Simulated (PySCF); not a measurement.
```yaml
atoms:
  - { symbol: C, position_ang: [3.5656, 0.8196, 0.5839] }
  - { symbol: O, position_ang: [2.2477, 0.3846, 0.4722] }
  - { symbol: C, position_ang: [2.1147, -0.8673, -0.1420] }
  - { symbol: Si, position_ang: [0.2748, -1.3136, -0.2273] }
  - { symbol: C, position_ang: [-0.5717, -0.9715, 1.4256] }
  - { symbol: C, position_ang: [-2.0081, -0.4779, 1.1661] }
  - { symbol: Si, position_ang: [-1.9935, 0.5427, -0.4276] }
  - { symbol: N, position_ang: [-0.6650, -0.2481, -1.2366] }
  - { symbol: H, position_ang: [4.0506, 0.9283, -0.4072] }
  - { symbol: H, position_ang: [4.1824, 0.1223, 1.1863] }
  - { symbol: H, position_ang: [3.5604, 1.8007, 1.0801] }
  - { symbol: H, position_ang: [2.5646, -0.8720, -1.1595] }
  - { symbol: H, position_ang: [2.6538, -1.6593, 0.4248] }
  - { symbol: H, position_ang: [0.2245, -2.7431, -0.6859] }
  - { symbol: H, position_ang: [0.0348, -0.1706, 1.8841] }
  - { symbol: H, position_ang: [-0.5418, -1.8273, 2.1191] }
  - { symbol: H, position_ang: [-2.6827, -1.3346, 0.9950] }
  - { symbol: H, position_ang: [-2.4201, 0.0777, 2.0241] }
  - { symbol: H, position_ang: [-3.2752, 0.4420, -1.1980] }
  - { symbol: H, position_ang: [-1.7559, 2.0037, -0.1823] }
  - { symbol: H, position_ang: [-0.4204, -0.0511, -2.2003] }
```

Geometry: PBE0-D3(BJ)/def2-SVP.

Theory: PySCF, PBE0/pcSseg-1, SCF density, gas phase, non-relativistic.

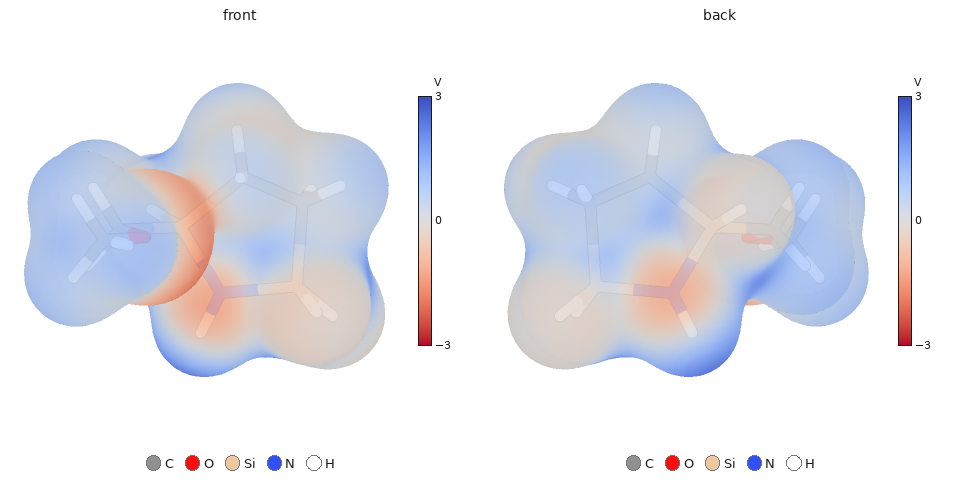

C₄H₁₃NOSi₂. The molecular electrostatic potential painted on the density surface at 0.004 e/bohr³, seen from the front and from behind; the colour scale runs from red (negative) to blue (positive).

Where is the surface potential most negative and most positive?

The most negative region (about −1.7 V, or −39 kcal/mol for a unit charge) lies over O2, the most positive (about +2.1 V, or +48 kcal/mol for a unit charge) over H21. O2 is the likeliest acceptor of a hydrogen bond.

What dipole moment does the calculation give?

Its dipole moment is 1.57 D.
